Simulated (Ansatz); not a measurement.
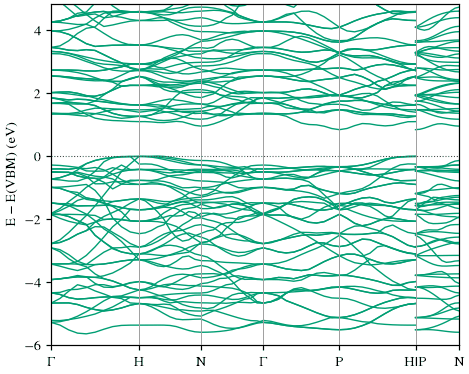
Figure. Band structure from PBE (plane waves, PAW; program Ansatz)

Read off the gap and where the band edges lie.

About 0.8 eV (0.84 eV by a search for the band edges); maximum on the H–N line, 29 % of the way from H, minimum at P.

The material is Nb$_{3}$Sb$_{2}$Te$_{5}$ in space group I-43m (No. 217; Nb on 12e, Sb on 8c, Te on 8c, Te on 12d).

The first step of the workflow began from a Materials Project structure, measured or hypothetical; the Crystallography Open Database copy checked does not list it. Its standing as an ambient phase is unchecked. Symmetry was held in the PBE relaxation; whether a distortion lowers the energy is not shown. No spin polarisation was allowed. Scalar-relativistic: spin–orbit coupling is off unless named, which matters more the heavier the elements.

Potentials: the later of the program's two PAW sets.
